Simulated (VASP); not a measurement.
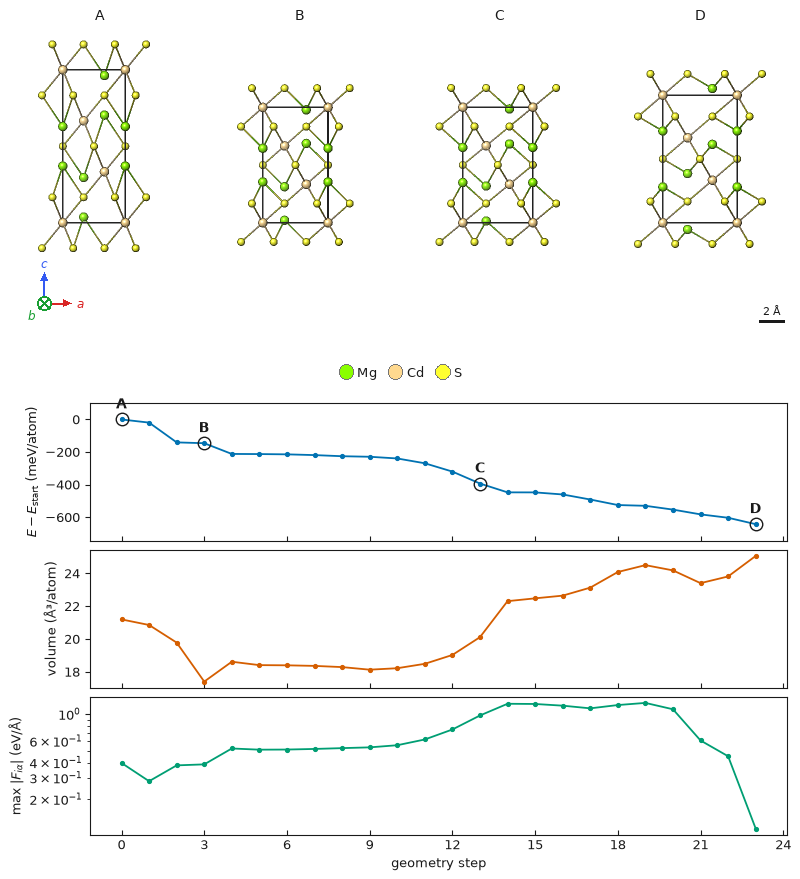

Frames of a relaxation of a crystal of Mg₂CdS₃ (a generated structure, set up in R-3m), marked on the history of the run. A ball-and-stick model of the conventional cell (3 times the calculation's cell), seen along the b axis. Lengths and directions refer to the drawn axes.

The run lets cell and atoms move.

Computed with Kohn-Sham DFT of a periodic cell, PBE, VASP PAW PBE potentials, recommended (VASP 6.6.1).

The input:
```
SYSTEM = Mg2CdS3
  PREC = Normal
  ENCUT = 520
  EDIFF = 1E-4
  ISMEAR = 0
  SIGMA = 0.15
  LREAL = .FALSE.
  LASPH = .TRUE.
  NELM = 60
  ALGO = Fast
  ISIF = 3
  LWAVE = .FALSE.
  LCHARG = .FALSE.
  GGA = PE
  IBRION = 2
  NSW = 24
  EDIFFG = -0.08
```

Command:
```bash
cat potpaw_PBE.64/Mg/POTCAR potpaw_PBE.64/Cd/POTCAR potpaw_PBE.64/S/POTCAR > POTCAR
mpirun -np 1 vasp_std > vasp.out
```

Describe the path.

Answer. The relaxation stopped without meeting its thresholds, so the last structure isn't shown to be converged. The largest moves relative to the cell, 0.94 Å, are those of Mg atoms. S and Cd stay in place. Cell: a = b 5.924 → 7.052 Å (+19.0 %), c 12.554 → 10.475 Å (−16.6 %). Volume +18.2 %. Among the contacts that change: Mg–S 3.079 → 2.361 Å, Cd–S 2.702 → 2.682 Å. Bond angles that change, for instance: S–Cd–S 113.5° → 97.8°, S–Cd–S 66.5° → 82.2°. The space group stays R-3m (No. 166). After 23 geometry steps the energy has fallen by 642 meV per atom. The largest force component goes from 0.4 to 0.11 eV/Å. Pressure: −0.83 GPa at the start and 3.38 GPa at the end. The volume changes by over a tenth within one run on a fixed set of plane waves, so the end point should be relaxed again from the new cell. From step 0 to 3: Mg atoms move most (0.15 Å), volume −17.9 %, energy −146 meV per atom. From step 3 to 13: Mg atoms move most (0.06 Å), volume +15.5 %, energy −247 meV per atom. From step 13 to 23: Mg atoms move most (0.71 Å), volume +24.6 %, energy −249 meV per atom.

| step | E − E(0), meV/atom | largest force component, eV/Å | pressure, GPa | volume, Å³/atom |
| --- | --- | --- | --- | --- |
| 0 | 0.00 | 0.3968 | -0.83 | 21.199 |
| 1 | -19.29 | 0.2811 | 0.50 | 20.858 |
| 2 | -140.59 | 0.3792 | 4.98 | 19.785 |
| 3 | -145.65 | 0.3864 | 22.02 | 17.410 |
| 4 | -211.50 | 0.5218 | 11.49 | 18.620 |
| 5 | -212.28 | 0.5102 | 12.93 | 18.413 |
| 6 | -213.97 | 0.5114 | 13.10 | 18.402 |
| 7 | -218.59 | 0.5172 | 13.55 | 18.367 |
| 8 | -225.45 | 0.5253 | 14.32 | 18.293 |
| 9 | -228.76 | 0.5329 | 16.41 | 18.136 |
| 10 | -239.22 | 0.5549 | 15.85 | 18.225 |
| 11 | -268.73 | 0.6187 | 14.51 | 18.493 |
| 12 | -319.74 | 0.7471 | 12.06 | 19.032 |
| 13 | -392.98 | 0.9734 | 8.31 | 20.117 |
| 14 | -447.15 | 1.2147 | 2.34 | 22.310 |
| 15 | -447.38 | 1.2101 | 1.89 | 22.482 |
| 16 | -460.08 | 1.1721 | 1.42 | 22.646 |
| 17 | -491.06 | 1.1143 | 0.25 | 23.134 |
| 18 | -524.95 | 1.1858 | -1.40 | 24.086 |
| 19 | -529.61 | 1.2348 | -2.07 | 24.505 |
| 20 | -552.96 | 1.0949 | -0.82 | 24.184 |
| 21 | -582.21 | 0.6070 | 3.15 | 23.408 |
| 22 | -603.01 | 0.4505 | 3.22 | 23.815 |
| 23 | -642.28 | 0.1149 | 3.38 | 25.064 |
